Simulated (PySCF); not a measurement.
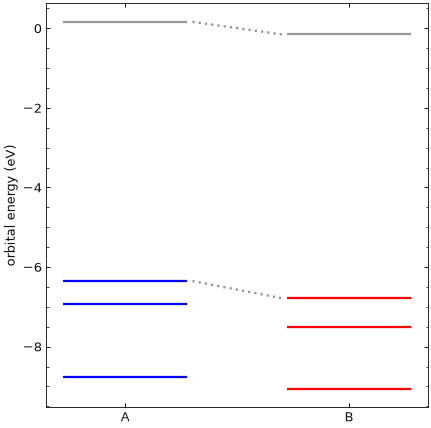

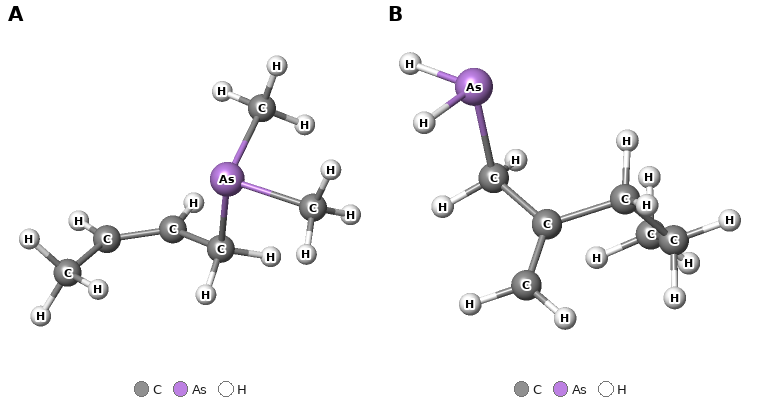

Related molecules: A is C₆H₁₃As, SMILES C/C=C\C[As](C)C; B is C₆H₁₃As, SMILES C=C(C[AsH2])CCC. Frontier orbital energies, PBE0/def2-SVPD, PySCF, at a PBE0-D3(BJ)/def2-SVP geometry (no frequency check); drawn are at most three filled levels and, in grey, the LUMO with any level within 0.03 eV of it; dotted lines join the HOMOs and the LUMOs.

Q: What does the change do to the frontier levels?

A: From A to B the HOMO falls by 0.43 eV and the LUMO falls by 0.32 eV, so the separation goes from 6.52 to 6.63 eV.

Q: Does the ΔSCF ionisation energy follow the HOMO?

A: A: −ε(HOMO) 6.35, ΔSCF 8.05 eV; B: −ε(HOMO) 6.78, ΔSCF 8.52 eV.

Limits of at least one run: empty levels above zero depend strongly on the basis; one conformer of a flexible molecule.
